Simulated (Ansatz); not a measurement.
The figure comes from a scan of CdS (zinc blende): volume and axial ratio are varied about the relaxed values (subscript 0). The numbers are results of PBE (plane waves to 420 eV, PAW, scalar-relativistic; Ansatz, a quantum-chemistry and plane-wave program), not measurements. k mesh 10×10×10 (Γ-centred), Fermi-Dirac smearing 0.05 eV. The energy includes the smearing's −TS. CdS was relaxed with its symmetry unable to fall. ΔE is measured from the relaxed starting cell.

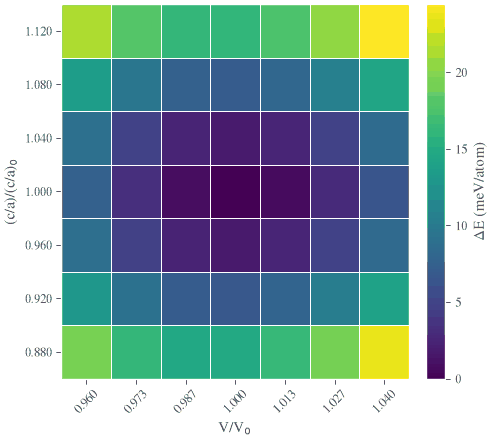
Figure. ΔE (meV/atom), one tile a computed point.

Problem. Turn the plot into a table (rounded to what can be read).

Solution. To the nearest 5:

ΔE (meV/atom), with V/V₀ across and (c/a)/(c/a)₀ down:

| (c/a)/(c/a)₀ \ V/V₀ | 0.960 | 0.973 | 0.987 | 1.000 | 1.013 | 1.027 | 1.040 |
|---|---|---|---|---|---|---|---|
| 0.880 | 20 | 15 | 15 | 15 | 15 | 20 | 25 |
| 0.920 | 15 | 10 | 5 | 5 | 10 | 10 | 15 |
| 0.960 | 10 | 5 | 0 | 0 | 5 | 5 | 10 |
| 1.000 | 5 | 5 | 0 | 0 | 0 | 5 | 5 |
| 1.040 | 10 | 5 | 0 | 0 | 5 | 5 | 10 |
| 1.080 | 15 | 10 | 10 | 5 | 10 | 10 | 15 |
| 1.120 | 20 | 20 | 15 | 15 | 20 | 20 | 25 |

(Under strain, the slope of the energy per volume gives the stress and its curvature an elastic modulus.)
